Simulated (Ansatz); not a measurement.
BBrH₂···HCl

The calculation's input:

```
crystal:
  periodic: [false, false, false]
  atoms:
    - { symbol: B, position_ang: [-0.6082, -0.3315, -0.312] }
    - { symbol: Cl, position_ang: [1.3562, 0.1503, -1.0948] }
    - { symbol: H, position_ang: [-0.6778, -1.4813, -0.1998] }
    - { symbol: H, position_ang: [-1.3803, 0.389, -0.79] }
    - { symbol: H, position_ang: [1.4068, 0.7326, 0.5542] }
    - { symbol: Br, position_ang: [-0.0968, 0.5408, 1.8425] }
basis:
  gaussian: { orbitals: def2-TZVP }
hamiltonian:
  xc: { name: BHLYP }
  dispersion: d4
relax:
  f_tol: 0.15
  max_steps: 25
  restrain:
    - { distance: [0, 5], at: 2.04, k: 30.0 }
    - { distance: [4, 1], at: 1.33, k: 30.0 }
    - { distance: [0, 1], at: 3.16, k: 30.0 }
    - { distance: [4, 5], at: 2.81, k: 30.0 }
output:
  orbitals: {}
```

Command:

```sh
ansatz run input.yaml --threads 4 --pin off --max-ram 5120MiB --backend cpu --events-out ev --progress --plain --runs-dir out
```

The fields are those of the run's last geometry, not of the input's.

Not at a stationary point (largest force 1.2 eV/Å).

These are results of RKS BHLYP-D4/def2-TZVP in Ansatz 0.2.0, not measurements.

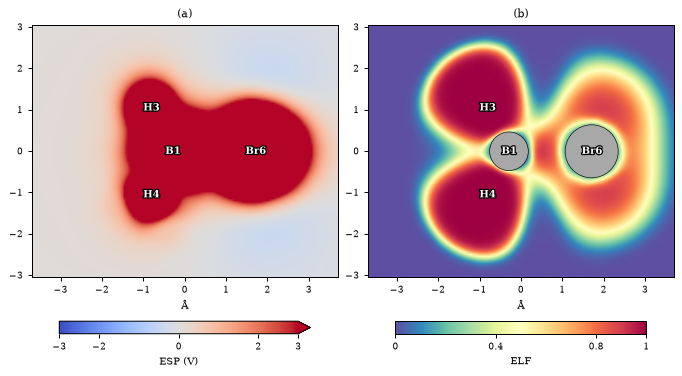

Figure 1. (a) electrostatic potential; (b) electron localisation function on the plane of atoms H4, B1 and Br6. Grey discs cover the atomic cores in the ELF map.

What does the map show?

The plane passes through B, H and Br nuclei.
B–Br (2.00 Å): the ELF peaks at about 0.90 between the atoms (a polar covalent bond).
B–H (1.17 Å): the ELF climbs to about 1 towards the hydrogen, as it does in any bond to H; a covalent bond by its length.
The ELF also peaks beside Br6, away from the bonds: lone-pair regions.
Outside the dense part of the complex the potential is most negative (−0.4 V) near Br6.

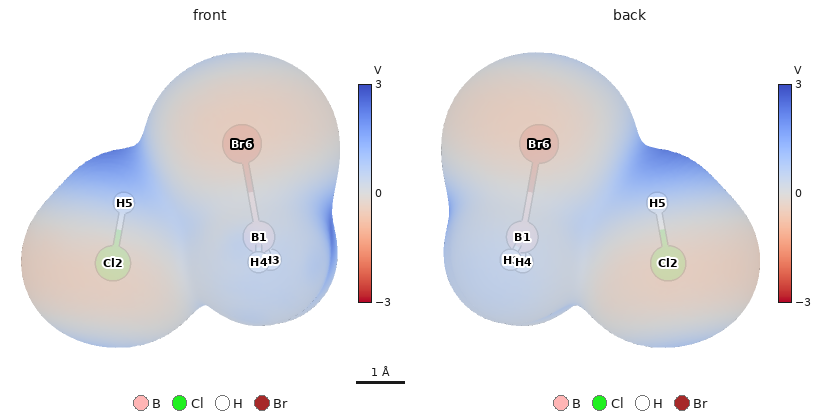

Figure 2. The electrostatic potential painted on the density surface at 0.002 e/bohr³, seen from the front and from behind; red is negative and blue positive.

Describe the electrostatic potential map.

The most negative region (about −0.4 V, or −9 kcal/mol for a unit charge) lies over Cl2 and Br6, the most positive (about +2.1 V, or +48 kcal/mol for a unit charge) over B1 and H5. Cl2 shows a σ-hole: about +0.7 V, or +16 kcal/mol for a unit charge at the tip opposite its bond, against about −0.1 V on its flanks.

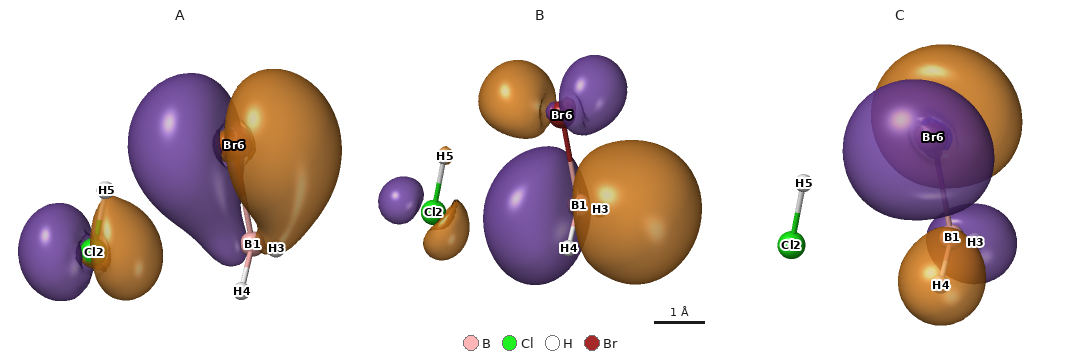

Figure 3. Three frontier orbitals at ±0.08 Å⁻³ᐟ² (orange and purple are the two phases), in no order.

Order the three orbitals by energy and name them.

A is the HOMO−1 (−10.09 eV). It lies mainly on Br6 (about 80 %) and Cl2 (about 15 %); largely a lone pair of Br6. C is the HOMO (−9.48 eV). It lies mainly on Br6 (about 85 %) and B1 (about 10 %); largely a lone pair of Br6. B is the LUMO (−0.99 eV). It lies mainly on B1 (about 60 %), Br6 (about 15 %), H4 (about 10 %) and H3 (about 10 %).

What is the HOMO–LUMO gap?

8.49 eV between the orbital energies.

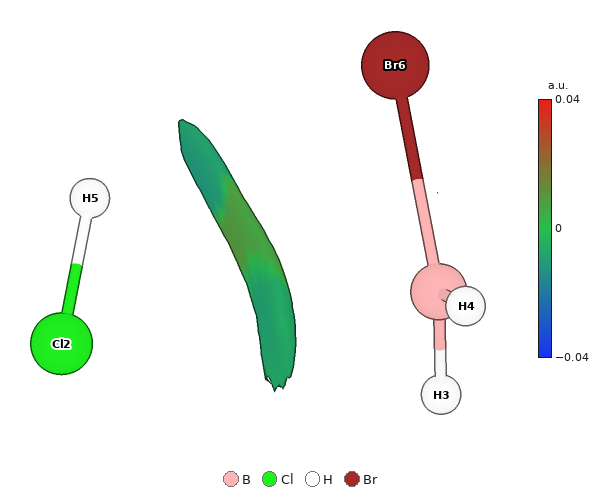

Figure 4. Non-covalent interaction (NCI) plot: the surface where the reduced density gradient is 0.5, for densities under 0.05 a.u., coloured by sign(λ₂)ρ; seen at a tilt.

Identify the weak interactions.

Between H5 and Cl2 on one side and Br6 on the other: a weak contact, attractive (blue-green) on one side and crowded (olive to red) on the other.
